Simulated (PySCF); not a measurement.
## Energy and gradient calculation of CN

System: CN, multiplicity 2, SMILES [C]#N.
Method: HF/3-21G, UHF (PySCF 2.14.0).

The geometry comes from this level: PBE0-D4/def2-TZVP. Figures and captions count atoms from 1; the log counts them from 0 in places.

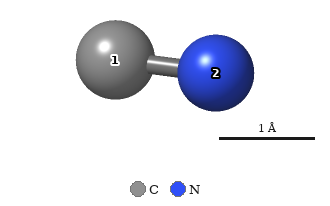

Fig. 1: The structure (ball-and-stick view, seen at a tilt; atoms are numbered from 1 in the order of the input). Bond lengths as drawn: C–N 1.16 Å.

Summary

```csv
quantity,value
outcome,converged
total energy,−91.684156 hartree
basis functions,18
largest force,1.700 eV/Å
⟨S²⟩,1.175
dipole moment,2.11 D
hardware,"1 thread of Arm Neoverse V2, 24 GiB of memory available, shared host"
wall time,0.9 s
peak memory,0.12 GiB
```

Notes

The record of the run, not the program, notes: spin contamination. ⟨S²⟩ is 1.18 against 0.75 for a pure state: the solution is spin-contaminated.

Input file (job.py)
```python
from pyscf import gto, scf

molecule = gto.Mole()
molecule.atom = '''
C    0.495600  -0.160400   0.255200
N   -0.495600   0.160400  -0.255200
'''
molecule.max_memory = 1860
molecule.basis = '3-21g'
molecule.charge = 0
molecule.verbose = 3
molecule.spin = 1
molecule.build()

mf = scf.UHF(molecule)
mf.conv_tol = 1e-10
mf.kernel()
if not mf.converged:
    mf = mf.newton().run(mf.mo_coeff, mf.mo_occ)

e_final = mf.e_tot
print('E(%s) = %.9f' % ('HF', e_final))
grad = mf.nuc_grad_method().kernel()
mf.analyze()
```

Launch command:
```bash
OMP_NUM_THREADS=1 python job.py
```

The program's output
```
WARN: HOMO -0.266027146193531 >= LUMO -0.266027146193531

SCF not converged.
SCF energy = -91.6432850618834 after 50 cycles  <S^2> = 0.85820824  2S+1 = 2.1054294
converged SCF energy = -91.68415623866  <S^2> = 1.1751691  2S+1 = 2.3876089
E(HF) = -91.684156239
--------------- SecondOrderUHF gradients ---------------
         x                y                z
0 C    -0.0282392259     0.0091395720    -0.0145412640
1 N     0.0282392259    -0.0091395720     0.0145412640
----------------------------------------------
**** MO energy ****
                             alpha | beta                alpha | beta
MO #1   energy= -15.5297235509316  | -15.5549518854256  occ= 1 | 1
MO #2   energy= -11.3049186084171  | -11.2505467440333  occ= 1 | 1
MO #3   energy= -1.27037650993228  | -1.28334636271332  occ= 1 | 1
MO #4   energy= -0.729285872569979 | -0.607455535746689 occ= 1 | 1
MO #5   energy= -0.548434849813232 | -0.536453766672638 occ= 1 | 1
MO #6   energy= -0.528350951605372 | -0.536453766672556 occ= 1 | 1
MO #7   energy= -0.528350951605339 | 0.00365356310129782 occ= 1 | 0
MO #8   energy= 0.20986585753956   | 0.231184821626232  occ= 0 | 0
MO #9   energy= 0.209865857539613  | 0.231184821626248  occ= 0 | 0
MO #10  energy= 0.492312994646166  | 0.541627119300764  occ= 0 | 0
MO #11  energy= 0.880191314575708  | 0.982192810795997  occ= 0 | 0
MO #12  energy= 0.880191314575769  | 0.982192810796044  occ= 0 | 0
MO #13  energy= 0.992477164096277  | 1.11851978507958   occ= 0 | 0
MO #14  energy= 1.30229539543745   | 1.36422130577399   occ= 0 | 0
MO #15  energy= 1.45902415085882   | 1.39959192771369   occ= 0 | 0
MO #16  energy= 1.48195308689692   | 1.39959192771375   occ= 0 | 0
MO #17  energy= 1.48195308689696   | 1.47894887085449   occ= 0 | 0
MO #18  energy= 2.66381438896351   | 2.6363846362941    occ= 0 | 0

To work with the spin densities directly, `use mulliken_meta_spin()` only printing them here.

 ** Mulliken spin pop alpha/beta on meta-lowdin orthogonal AOs **
 ** Mulliken Spin Density (per atom)  **
spin density of  0 C =      1.90678
spin density of  1 N =     -0.90678
 ** Mulliken pop alpha/beta on meta-lowdin orthogonal AOs **
 ** Mulliken atomic charges   ( Nelec_alpha | Nelec_beta ) **
charge of  0C =      0.12349  (     3.89165      1.98487 )
charge of  1N =     -0.12349  (     3.10835      4.01513 )
Dipole moment(X, Y, Z, Debye):  1.80070, -0.58279,  0.92724
```
